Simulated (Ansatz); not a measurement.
**Frequency calculation, with input and output: SF6**

- system: SF6, SMILES FS(F)(F)(F)(F)F
- method: B3LYP/6-31G*, RKS (Ansatz 0.2.0)

The geometry was optimised with B3LYP/6-31G*. Figures and captions count atoms from 1; the log counts them from 0 in places.

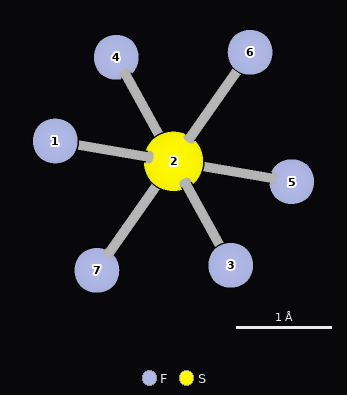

Fig. 1: The input geometry (ball-and-stick view, seen on its broad side; atoms are numbered from 1 in the order of the input). Bond lengths as drawn: F–S 1.60 Å.

## Input file
```yaml
crystal:
  periodic: [false, false, false]
  atoms:
    - {symbol: F, position_ang: [-0.578741, -1.337814, 0.660650]}
    - {symbol: S, position_ang: [-0.000001, -0.000000, 0.000000]}
    - {symbol: F, position_ang: [1.190792, 0.012823, 1.069107]}
    - {symbol: F, position_ang: [-1.190787, -0.012825, -1.069116]}
    - {symbol: F, position_ang: [0.578728, 1.337820, -0.660646]}
    - {symbol: F, position_ang: [-0.899017, 0.878193, 0.990804]}
    - {symbol: F, position_ang: [0.899016, -0.878196, -0.990799]}
basis:
  gaussian:
    orbitals: "6-31G*"
hamiltonian:
  xc: {name: B3LYP}
phonons:
  temperatures:
    t_min: 298.15
    t_max: 298.15
    t_step: 1
magnetization:
  spin_polarized: false
  initial_magnetization: 0
```

Run on 1 thread of Arm Neoverse V2, 24 GiB of memory available, shared host.

Launched with:
```bash
ansatz run run.yaml --threads 1 --pin off --max-ram 3480MiB --events-out events.jsonl --progress --plain --runs-dir runs
```

## Log
```
Functional definition: B3LYP
  name "B3LYP"
  parameter a0 = 0.2
  parameter ax = 0.72
  parameter ac = 0.81
  exchange = (1 - a0 - ax)*slater_x + ax*b88_x + a0*exact_x
  correlation = (1 - ac)*vwn_rpa_c + ac*lyp_c
1009 factors; integrals over basis functions are off by at most 2.0e-4 eV
mean field evaluation 1: about -27123.8461 eV, gradient 7.4e1 eV
mean field evaluation 2: about -27109.4052 eV, gradient 1.3e2 eV
mean field evaluation 4: about -27132.5966 eV, gradient 1.1e0 eV
mean field evaluation 8: about -27132.6585 eV, gradient 2.4e-2 eV
mean field -27132.65848844 eV, -997.1068082738 hartree, gradient 2.7e-5 eV, S^2 0.000000; 0 other end points of the search recorded, 0 dependent functions left out
the calculation of the forces begins
reference -27132.65862400 eV, -997.1068132554 hartree; 35, 35 occupied and 74, 74 virtual orbitals, 1009 factors
these checks for a lower state are left out or cut short: stability, starts, cluster_reference, orbital_swaps, neighbouring_geometries, increment
1009 factors; integrals over basis functions are off by at most 2.0e-4 eV
mean field evaluation 16: about -27132.6584 eV, gradient 1.0e-1 eV
mean field -27132.65845299 eV, -997.1068069710 hartree, gradient 2.2e-6 eV, S^2 0.000000; 0 other end points of the search recorded, 0 dependent functions left out
[... from here on the field's lines of each further geometry are left out, up to the last ...]
the calculation of the forces begins
reference -27132.65857007 eV, -997.1068112735 hartree; 35, 35 occupied and 74, 74 virtual orbitals, 1009 factors
these checks for a lower state are left out or cut short: stability, starts, cluster_reference, orbital_swaps, neighbouring_geometries, increment
1009 factors; integrals over basis functions are off by at most 2.0e-4 eV
mean field -27132.65843425 eV, -997.1068062823 hartree, gradient 1.1e-6 eV, S^2 0.000000; 0 other end points of the search recorded, 0 dependent functions left out
the calculation of the forces begins
reference -27132.65856980 eV, -997.1068112637 hartree; 35, 35 occupied and 74, 74 virtual orbitals, 1009 factors
Total energy: -27132.65862400 eV, -997.1068132554 hartree
Atom 0 at    -0.578741    -1.337814     0.660650 Å, force     0.000111     0.000149    -0.000075 eV/Å
Atom 1 at    -0.000001     0.000000     0.000000 Å, force    -0.000040     0.000017    -0.000001 eV/Å
Atom 2 at     1.190792     0.012823     1.069107 Å, force    -0.000159    -0.000003    -0.000099 eV/Å
Atom 3 at    -1.190787    -0.012825    -1.069116 Å, force     0.000135     0.000005     0.000158 eV/Å
Atom 4 at     0.578728     1.337820    -0.660646 Å, force    -0.000032    -0.000182     0.000078 eV/Å
Atom 5 at    -0.899017     0.878193     0.990804 Å, force     0.000101    -0.000103    -0.000149 eV/Å
Atom 6 at     0.899016    -0.878196    -0.990799 Å, force    -0.000116     0.000116     0.000088 eV/Å
Dipole moment:     0.000002    -0.000001     0.000000 e Å
Vibrations: 315.90 315.90 315.90 473.96 473.96 473.96 558.12 558.12 558.12 648.12 648.12 730.70 963.46 963.46 963.46 cm⁻¹, zero-point energy 0.555527 eV
```

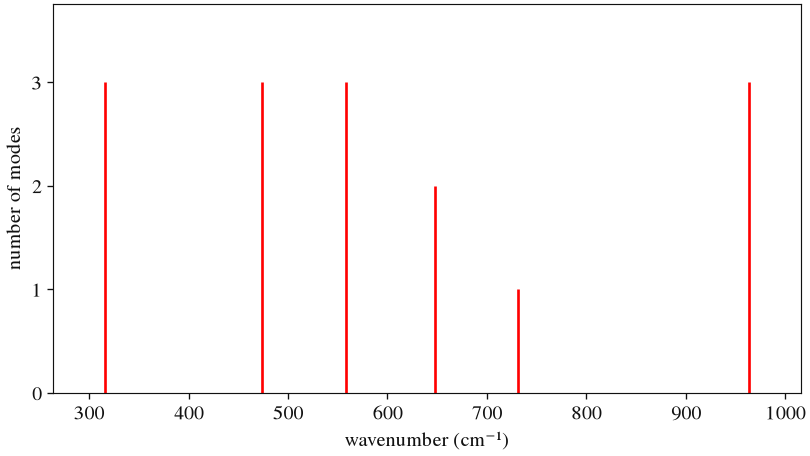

Fig. 2: Harmonic vibrational wavenumbers from the force constants; neighbouring modes closer than 3 cm⁻¹ are counted in one stick. 15 modes from 316 to 963 cm⁻¹, none imaginary.

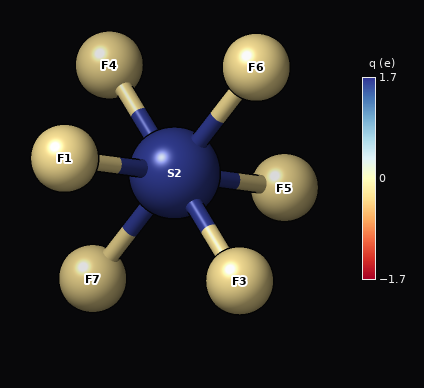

Fig. 3: Mulliken charges, as the colour of each atom (ball-and-stick view, seen on its broad side; atoms are numbered from 1 in the order of the input). By element: F −0.27 and S +1.64 e.

## Results in brief

- outcome: converged
- total energy: −997.106813 hartree
- basis functions: 109
- largest force: 0.000 eV/Å
- zero-point energy: 0.020415 hartree
- dipole moment: 0.00 D
- wavenumbers, lowest and highest: 316 and 963 cm⁻¹
- wall time: 2.4 min
- peak memory: 0.25 GiB
